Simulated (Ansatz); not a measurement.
# BFH3N: molecular dynamics

Purpose: to follow the molecule's vibrations and see whether its bonds hold. The start is relaxed first. Runs: 40 steps of 4 fs at constant energy, with velocities drawn for 2000 K; 127 steps of 0.5 fs under a Langevin thermostat at 500 K. SMILES of the start: NBF.

Program: Ansatz 0.2.0. Level of theory: RKS PBE/def2-mTZVP. These are calculated values, not measurements.

### 1 The structure to begin with

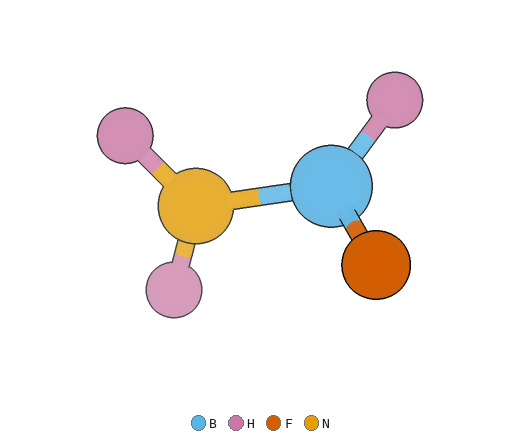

The starting structure, seen from a chosen angle (boron blue, hydrogen pink, fluorine orange, nitrogen amber).

As a file:

```xyz
6

B     0.0000    0.0000    0.0000
H     0.0000    0.0000    1.1900
F     1.1431    0.0000   -0.6600
N    -1.3423    0.0000   -0.7750
H    -2.0112   -0.8164   -0.6764
H    -1.5914    0.8164   -1.4036
```

### 2 Relaxing the start

input.yaml

```yaml
crystal:
  periodic: [false, false, false]
  atoms:
    - { symbol: B, position_ang: [0.0, 0.0, 0.0] }
    - { symbol: H, position_ang: [0.0, 0.0, 1.19] }
    - { symbol: F, position_ang: [1.1431, 0.0, -0.66] }
    - { symbol: "N", position_ang: [-1.3423, 0.0, -0.775] }
    - { symbol: H, position_ang: [-2.0112, -0.8164, -0.6764] }
    - { symbol: H, position_ang: [-1.5914, 0.8164, -1.4036] }
basis:
  gaussian: { orbitals: def2-mTZVP }
hamiltonian:
  xc: pbe
relax:
  f_tol: 0.02
  max_steps: 40
```

On the command line:

```bash
> ansatz run input.yaml --threads 1 --pin off --max-ram 2048MiB --backend cpu --events-out ev --progress --plain --runs-dir out
```

What it wrote, cut to the lines that bear on the results:

```text
Warning: RAYON_NUM_THREADS=1 ignored (pool sized by the plan → 1); use --threads N
[...]
Functional definition: PBE
[...]
587 factors; their error is unknown
[...]
mean field -4929.81351579 eV, -181.1673051577 hartree, gradient 3.2e-5 eV, S^2 0.000000; 0 other end points of the search recorded, 0 dependent functions left out
[...]
reference -4929.81355236 eV, -181.1673065016 hartree; 12, 12 occupied and 54, 54 virtual orbitals, 587 factors
relax step   1: F+E_penalty+E_count = -4929.81351579 eV  Δ(F+E_penalty+E_count) = +0.000e0 eV  max|allowed force component| = 3.309e0 eV/Å  Δτ_max = 0.0000 Å  (25 SCF iters, accepted)
[...]
relax step   6: F+E_penalty+E_count = -4930.97177756 eV  Δ(F+E_penalty+E_count) = -5.696e-4 eV  max|allowed force component| = 5.340e-2 eV/Å  Δτ_max = 0.0102 Å  (29 SCF iters, accepted)
[...]
relax step   7: F+E_penalty+E_count = -4930.97185464 eV  Δ(F+E_penalty+E_count) = -7.709e-5 eV  max|allowed force component| = 9.112e-3 eV/Å  Δτ_max = 0.0019 Å  (23 SCF iters, accepted)
587 factors; their error is unknown
[...]
mean field -4930.97185464 eV, -181.2098733253 hartree, gradient 6.1e-6 eV, S^2 0.000000; 1 other end points of the search recorded, 0 dependent functions left out
[...]
reference -4930.97188946 eV, -181.2098746048 hartree; 12, 12 occupied and 54, 54 virtual orbitals, 587 factors
Total energy: -4930.97188946 eV, -181.2098746048 hartree
Atom 0 at    -0.069339    -0.017781    -0.029289 Å, force     0.005213    -0.000085     0.002167 eV/Å
Atom 1 at     0.000143    -0.450817     1.088598 Å, force    -0.001016    -0.000814     0.001954 eV/Å
Atom 2 at     1.050766     0.467028    -0.614917 Å, force    -0.009112    -0.001625    -0.000753 eV/Å
Atom 3 at    -1.275564    -0.002830    -0.737297 Å, force     0.003771     0.002955    -0.005475 eV/Å
Atom 4 at    -2.144634    -0.353336    -0.347029 Å, force     0.001249    -0.000644     0.002384 eV/Å
Atom 5 at    -1.363171     0.357736    -1.685066 Å, force    -0.000105     0.000212    -0.000277 eV/Å
Dipole moment:    -0.511661    -0.066531    -0.118803 e Å
```

Wall time 10 s (1 thread of Arm Neoverse V2, shared host); peak memory 0.13 GiB.

Step by step:

| step | energy from step 1 (eV) | largest force component (eV/Å) |
| --- | --- | --- |
| 1 | 0.0000 | 3.3086 |
| 2 | -0.5828 | 1.7657 |
| 3 | -0.9322 | 1.1646 |
| 4 | -1.1483 | 0.3141 |
| 5 | -1.1577 | 0.0827 |
| 6 | -1.1583 | 0.0534 |
| 7 | -1.1583 | 0.0091 |

Step 1 is the start.

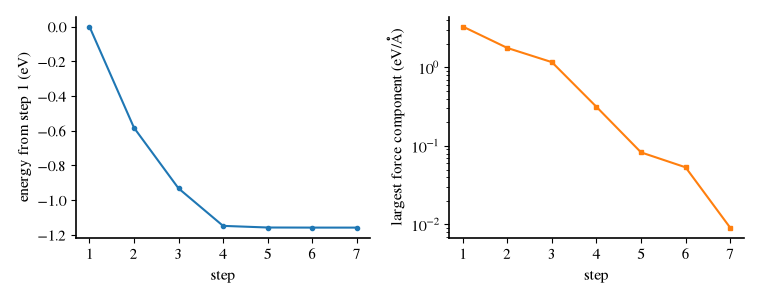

How energy and force went from step to step.

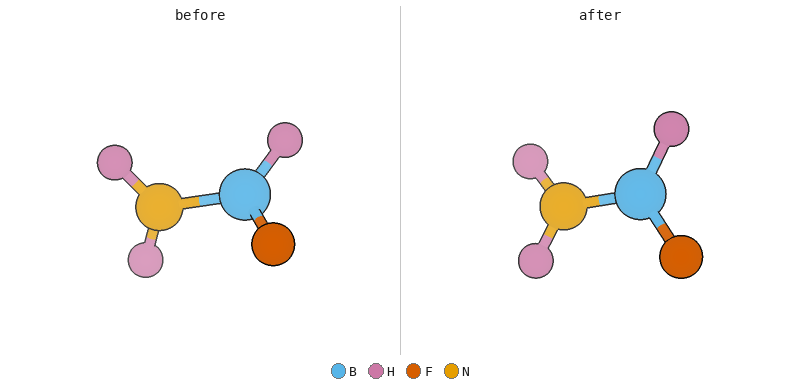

The structure before (left) and after (right), drawn at the same scale.

After: Bond lengths: B1–H2 1.201 Å, B1–F3 1.354 Å, B1–N4 1.399 Å, N4–H5 1.015 Å, N4–H6 1.018 Å. Angles: H2–B1–F3 118.9°, H2–B1–N4 121.7°, F3–B1–N4 119.4°, B1–N4–H5 122.7°, B1–N4–H6 123.3°, H5–N4–H6 114.0°.

### 3 Run 1

40 steps of 4 fs at constant energy, with velocities drawn for 2000 K, from the relaxed start.

input.yaml

```yaml
crystal:
  periodic: [false, false, false]
  atoms:
    - { symbol: B, position_ang: [-0.069339, -0.017781, -0.029289] }
    - { symbol: H, position_ang: [0.000143, -0.450817, 1.088598] }
    - { symbol: F, position_ang: [1.050766, 0.467028, -0.614917] }
    - { symbol: "N", position_ang: [-1.275564, -0.00283, -0.737297] }
    - { symbol: H, position_ang: [-2.144634, -0.353336, -0.347029] }
    - { symbol: H, position_ang: [-1.363171, 0.357736, -1.685066] }
basis:
  gaussian: { orbitals: def2-mTZVP }
hamiltonian:
  xc: pbe
md:
  timestep: 4.0
  n_steps: 40
  ensemble: nve
  temperature: 2000.0
  initial_velocities: maxwell_boltzmann
  seed: 844194
```

On the command line:

```bash
> ansatz run input.yaml --threads 1 --pin off --max-ram 2048MiB --backend cpu --events-out ev --progress --plain --runs-dir out
```

What it wrote, cut to the lines that bear on the results:

```text
Warning: RAYON_NUM_THREADS=1 ignored (pool sized by the plan → 1); use --threads N
[...]
[... 1 set-up line as earlier in the session ...]
[...]
587 factors; their error is unknown
[...]
mean field -4930.97185817 eV, -181.2098734549 hartree, gradient 2.5e-5 eV, S^2 0.000000; 0 other end points of the search recorded, 0 dependent functions left out
[...]
reference -4930.97189283 eV, -181.2098747288 hartree; 12, 12 occupied and 54, 54 virtual orbitals, 587 factors
md step     0: t =     0.00 fs  T =  2000.0 K  F+E_penalty+E_count = -4930.97185817 eV  E_kin = 1.034080 eV  conserved = -4929.93777818 eV  (24 SCF iters)
[...]
md step    10: t =    40.00 fs  T = 252898.6 K  F+E_penalty+E_count = -4901.83742289 eV  E_kin = 130.758671 eV  conserved = -4771.07875169 eV  (408 SCF iters)
[...]
md step    20: t =    80.00 fs  T = 250615.3 K  F+E_penalty+E_count = -4900.66566187 eV  E_kin = 129.578157 eV  conserved = -4771.08750474 eV  (1113 SCF iters)
[...]
md step    39: t =   156.00 fs  T = 250770.3 K  F+E_penalty+E_count = -4900.74555960 eV  E_kin = 129.658293 eV  conserved = -4771.08726613 eV  (264 SCF iters)
[...]
md step    40: t =   160.00 fs  T = 250863.7 K  F+E_penalty+E_count = -4900.79362202 eV  E_kin = 129.706552 eV  conserved = -4771.08706978 eV  (2362 SCF iters)
Total energy: -4900.79371254 eV, -180.1008470584 hartree
Atom 0 at     3.874049     0.120903     1.119184 Å, force     0.305569     0.171508    -0.428859 eV/Å
Atom 1 at     3.982965   -11.647655    29.376340 Å, force    -0.000001     0.000000     0.000001 eV/Å
Atom 2 at     6.057183     1.334470    -1.944220 Å, force    -0.305912    -0.170871     0.429269 eV/Å
Atom 3 at    -3.010624     7.589457     9.797377 Å, force     0.000343    -0.000638    -0.000409 eV/Å
Atom 4 at  -135.873001  -135.200208   -34.591859 Å, force     0.000000     0.000000    -0.000000 eV/Å
Atom 5 at    15.843732    23.063801  -129.378312 Å, force     0.000001    -0.000000    -0.000000 eV/Å
Dipole moment:    -0.718724    -1.089153     0.469642 e Å
```

Run time: 9 min. Hardware: 1 thread of Arm Neoverse V2, shared host; peak memory 0.099 GiB.

### 4 The trajectory

The trajectory, every 3 steps (energies from step 0):

| time (fs) | T (K) | potential energy change (meV/atom) | total energy change (meV/atom) |
| --- | --- | --- | --- |
| 0.0 | 2000 | 0.0 | 0.00 |
| 12.0 | 255019 | 3446.7 | 25250.24 |
| 24.0 | 260364 | 4231.0 | 26495.09 |
| 36.0 | 253767 | 4781.7 | 26477.31 |
| 48.0 | 251841 | 4946.1 | 26475.69 |
| 60.0 | 251083 | 5010.9 | 26475.24 |
| 72.0 | 250741 | 5040.3 | 26475.09 |
| 84.0 | 250570 | 5054.9 | 26475.03 |
| 96.0 | 250482 | 5062.5 | 26475.01 |
| 108.0 | 250444 | 5065.7 | 26475.01 |
| 120.0 | 250446 | 5065.6 | 26475.01 |
| 132.0 | 250489 | 5061.9 | 26475.02 |
| 144.0 | 250586 | 5053.5 | 26475.04 |
| 156.0 | 250770 | 5037.7 | 26475.09 |
| 160.0 | 250864 | 5029.7 | 26475.12 |

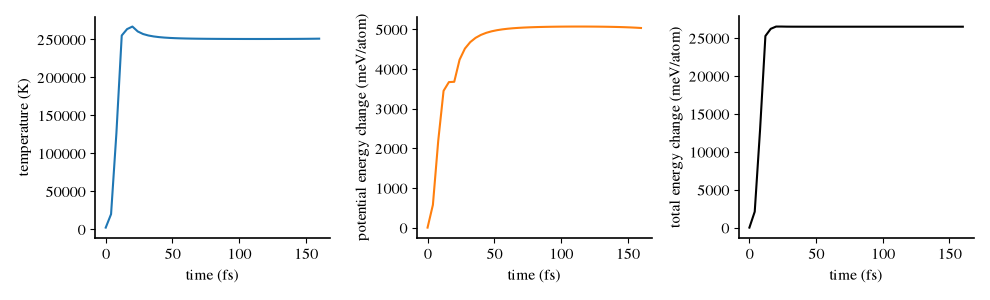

Time series of the run, each on its own scale.

Bonds that form or break, judged by distance (formed within 1.15 times the sum of covalent radii and held on average over 12 fs, broken when stretched by half; pairs already stretched at the start don't count as bonds):

| time (fs) | bond | event |
| --- | --- | --- |
| 8.0 | B1–H2 | breaks |
| 8.0 | N4–H6 | breaks |
| 12.0 | N4–H5 | breaks |
| 24.0 | B1–N4 | breaks |
| 28.0 | B1–F3 | breaks |

Reading of run 1. The run blows up, reaching 266815 K, so it describes no real motion.

### 5 Run 2

127 steps of 0.5 fs under a Langevin thermostat at 500 K, from the relaxed start.

Edit input.yaml of step 3 so:

```diff
@@ -14,7 +14,8 @@
 md:
-  timestep: 4.0
-  n_steps: 40
-  ensemble: nve
-  temperature: 2000.0
+  timestep: 0.5
+  n_steps: 127
+  ensemble: nvt_langevin
+  temperature: 500.0
   initial_velocities: maxwell_boltzmann
-  seed: 844194
+  seed: 380149
+  friction: 0.01
```

On the command line:

```bash
> ansatz run input.yaml --threads 1 --pin off --max-ram 2048MiB --backend cpu --events-out ev --progress --plain --runs-dir out
```

What it wrote, cut to the lines that bear on the results:

```text
Warning: RAYON_NUM_THREADS=1 ignored (pool sized by the plan → 1); use --threads N
[...]
[... 1 set-up line as earlier in the session ...]
[...]
587 factors; their error is unknown
[...]
mean field -4930.97185817 eV, -181.2098734549 hartree, gradient 2.5e-5 eV, S^2 0.000000; 0 other end points of the search recorded, 0 dependent functions left out
[...]
reference -4930.97189283 eV, -181.2098747288 hartree; 12, 12 occupied and 54, 54 virtual orbitals, 587 factors
md step     0: t =     0.00 fs  T =   416.7 K  F+E_penalty+E_count = -4930.97185817 eV  E_kin = 0.323150 eV  (24 SCF iters)
[...]
md step    16: t =     8.00 fs  T =   145.8 K  F+E_penalty+E_count = -4930.75449836 eV  E_kin = 0.113058 eV  (31 SCF iters)
[...]
md step    32: t =    16.00 fs  T =   217.6 K  F+E_penalty+E_count = -4930.83439260 eV  E_kin = 0.168727 eV  (30 SCF iters)
[...]
md step    48: t =    24.00 fs  T =   259.4 K  F+E_penalty+E_count = -4930.77044821 eV  E_kin = 0.201143 eV  (30 SCF iters)
[...]
md step    62: t =    31.00 fs  T =   269.9 K  F+E_penalty+E_count = -4930.80137470 eV  E_kin = 0.209359 eV  (28 SCF iters)
md step    63: t =    31.50 fs  T =   234.9 K  F+E_penalty+E_count = -4930.78519446 eV  E_kin = 0.182204 eV  (29 SCF iters)
```

### 6 The log goes on: dynamics from the start

The log, continued, cut to the lines that bear on the results:

```text
md step    64: t =    32.00 fs  T =   231.5 K  F+E_penalty+E_count = -4930.77776759 eV  E_kin = 0.179555 eV  (29 SCF iters)
[...]
md step    80: t =    40.00 fs  T =   285.0 K  F+E_penalty+E_count = -4930.82159323 eV  E_kin = 0.221062 eV  (31 SCF iters)
[...]
md step    96: t =    48.00 fs  T =   345.5 K  F+E_penalty+E_count = -4930.84668764 eV  E_kin = 0.267941 eV  (30 SCF iters)
[...]
md step   112: t =    56.00 fs  T =   320.5 K  F+E_penalty+E_count = -4930.77247434 eV  E_kin = 0.248540 eV  (29 SCF iters)
[...]
md step   126: t =    63.00 fs  T =   505.7 K  F+E_penalty+E_count = -4930.87898754 eV  E_kin = 0.392180 eV  (30 SCF iters)
[...]
md step   127: t =    63.50 fs  T =   497.9 K  F+E_penalty+E_count = -4930.85998298 eV  E_kin = 0.386139 eV  (25 SCF iters)
Total energy: -4930.86001754 eV, -181.2057633875 hartree
Atom 0 at    -0.303313     0.048944    -0.004383 Å, force    -0.642644    -0.649637    -0.471879 eV/Å
Atom 1 at    -0.301916    -0.454216     1.068381 Å, force    -0.212876     0.112472     0.516736 eV/Å
Atom 2 at     0.866890     0.527277    -0.448032 Å, force     0.259588     0.365620    -0.289712 eV/Å
Atom 3 at    -1.438626     0.002154    -0.861231 Å, force     1.167182     0.083664     0.568406 eV/Å
Atom 4 at    -2.239164    -0.552857    -0.616315 Å, force    -0.457112    -0.215554     0.196611 eV/Å
Atom 5 at    -1.287164     0.048861    -1.856905 Å, force    -0.114137     0.303434    -0.520162 eV/Å
Dipole moment:    -0.389767    -0.212606    -0.190080 e Å
```

It took 2.3 min on 1 thread of Arm Neoverse V2, shared host; peak memory 0.1 GiB.

### 7 Frames and traces

One step in 5; energies are changes from step 0:

| time (fs) | T (K) | potential energy change (meV/atom) |
| --- | --- | --- |
| 0.0 | 417 | 0.0 |
| 2.5 | 212 | 20.7 |
| 5.0 | 150 | 33.0 |
| 7.5 | 109 | 39.7 |
| 10.0 | 234 | 21.8 |
| 12.5 | 322 | 12.1 |
| 15.0 | 282 | 13.0 |
| 17.5 | 160 | 34.1 |
| 20.0 | 247 | 31.5 |
| 22.5 | 163 | 39.2 |
| 25.0 | 296 | 28.8 |
| 27.5 | 292 | 25.5 |
| 30.0 | 310 | 22.4 |
| 32.5 | 235 | 31.2 |
| 35.0 | 326 | 19.1 |
| 37.5 | 241 | 23.8 |
| 40.0 | 285 | 25.0 |
| 42.5 | 362 | 24.5 |
| 45.0 | 306 | 25.1 |
| 47.5 | 329 | 20.5 |
| 50.0 | 266 | 32.2 |
| 52.5 | 268 | 34.2 |
| 55.0 | 320 | 33.3 |
| 57.5 | 396 | 29.7 |
| 60.0 | 475 | 18.6 |
| 62.5 | 546 | 13.5 |
| 63.5 | 498 | 18.6 |

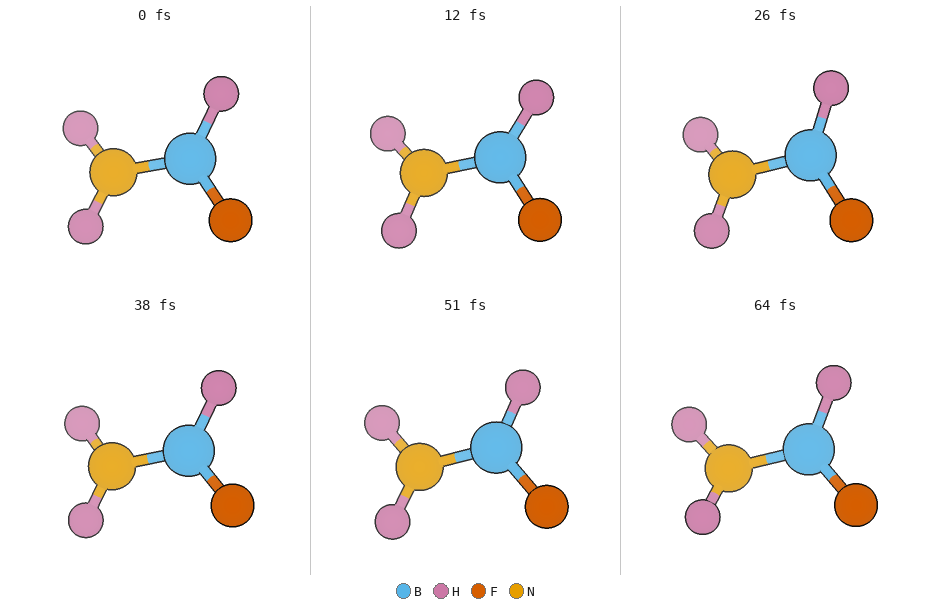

Six frames of the run, seen from a chosen angle. Sticks join atoms within a bonding distance in each frame.

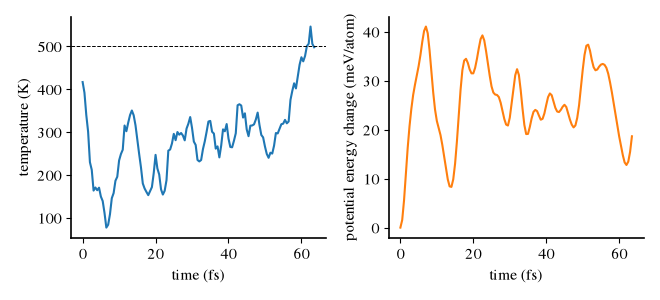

Traces against time; each panel has its own scale. The dashed line is the set temperature.

### 8 Frames from the trajectory

Positions (Å) and forces (eV/Å):

```xyz
6
time_fs=8.0 T=146 dE=0.2174
B    -0.091   -0.019   -0.035    1.175    0.249    0.865
H     0.184   -0.345    1.083   -0.823   -0.410    0.257
F     1.031    0.471   -0.604    0.269    0.244   -0.789
N    -1.277    0.012   -0.746   -0.143   -0.869    1.933
H    -2.158   -0.307   -0.327    0.235    0.301   -0.723
H    -1.209    0.399   -1.649   -0.713    0.484   -1.544
6
time_fs=16.0 T=218 dE=0.1375
B    -0.079   -0.012   -0.002   -1.118    0.251    0.084
H    -0.092   -0.409    1.179    0.286    0.225   -0.961
F     1.016    0.504   -0.618   -0.004   -0.335    0.412
N    -1.287    0.035   -0.755    0.240   -0.354    0.922
H    -2.232   -0.211   -0.487    0.103   -0.337    0.733
H    -1.351    0.413   -1.671    0.493    0.549   -1.190
6
time_fs=24.0 T=259 dE=0.2014
B    -0.122    0.001    0.032   -0.639    0.854   -3.038
H    -0.203   -0.519    1.071    0.536   -0.127    0.879
F     1.015    0.517   -0.613   -1.124   -0.783    1.293
N    -1.319    0.046   -0.774    0.835    0.374    0.301
H    -2.259   -0.162   -0.410    0.530    0.019   -0.254
H    -1.302    0.474   -1.722   -0.138   -0.336    0.819
6
time_fs=32.0 T=232 dE=0.1941
B    -0.198    0.042   -0.025    2.980   -0.845    1.266
H    -0.087   -0.555    1.068   -0.375    0.714   -0.670
F     0.984    0.496   -0.564   -0.540   -0.024    0.235
N    -1.320    0.051   -0.779   -2.194    0.754   -1.755
H    -2.212   -0.165   -0.317    0.215    0.039   -0.635
H    -1.373    0.484   -1.746   -0.086   -0.637    1.558
6
time_fs=39.5 T=319 dE=0.1400
B    -0.168    0.051   -0.055   -2.121   -0.733    0.654
H    -0.105   -0.364    1.044   -0.393   -0.380    0.653
F     0.953    0.491   -0.516    2.388    1.123   -1.464
N    -1.360    0.064   -0.803   -0.295    0.357   -0.489
H    -2.241   -0.231   -0.382    0.148    0.008   -0.073
H    -1.494    0.502   -1.734    0.274   -0.374    0.719
6
time_fs=47.5 T=329 dE=0.1227
B    -0.214    0.010   -0.033   -1.159    1.064   -0.141
H    -0.346   -0.240    1.149    0.335   -0.366   -0.347
F     0.965    0.514   -0.495   -0.577   -0.461    0.024
N    -1.420    0.070   -0.814    1.120   -0.372    0.778
H    -2.295   -0.323   -0.477    0.103    0.056    0.132
H    -1.503    0.440   -1.749    0.178    0.080   -0.446
6
time_fs=55.5 T=328 dE=0.2005
B    -0.306    0.007   -0.035    1.931    1.236    1.003
H    -0.440   -0.287    1.148    0.411   -0.084   -0.537
F     0.949    0.536   -0.479   -2.187   -1.080    0.496
N    -1.445    0.048   -0.812    0.842    0.227   -1.527
H    -2.295   -0.389   -0.534   -0.816   -0.349    0.318
H    -1.386    0.236   -1.819   -0.181    0.049    0.248
6
time_fs=63.5 T=498 dE=0.1119
B    -0.303    0.049   -0.004   -0.643   -0.650   -0.472
H    -0.302   -0.454    1.068   -0.213    0.113    0.517
F     0.867    0.527   -0.448    0.260    0.366   -0.290
N    -1.439    0.002   -0.861    1.167    0.084    0.568
H    -2.239   -0.553   -0.616   -0.457   -0.216    0.197
H    -1.287    0.049   -1.857   -0.114    0.303   -0.520
```

Reading of run 2. Against a set 500 K the second half averages 333 K, going from 232 to 498 K over that half. The bonds all hold.

### 9 Outcome

| quantity | value |
| --- | --- |
| relaxation of the start | 6 moves, 1.158 eV lower |
| run 1: length | 40 steps of 4 fs |
| run 1: temperature, first and last step | 2000 and 250864 K |
| run 1: temperature, second half | mean 250544 K, from 250441 to 250864 K |
| run 1: potential energy, second half | +5057 meV/atom from this run's first step |
| run 1: largest change of the total energy | 26495.09 meV/atom |
| run 1: bonds formed or broken | 5 |
| run 2: length | 127 steps of 0.5 fs |
| run 2: temperature, first and last step | 417 and 498 K |
| run 2: temperature, second half | mean 333 K, from 232 to 546 K |
| run 2: potential energy, second half | +25 meV/atom from this run's first step |
| run 2: bonds formed or broken | 0 |

**Reading.** Mean temperatures of the second halves: none that means anything (unstable run), 333 K. Bonds changed in run 1 (an artefact of the unstable or too long step). 64 fs on 6 atoms is far too short and small for converged averages. The nuclei move classically, without zero-point motion, which matters most for hydrogen.
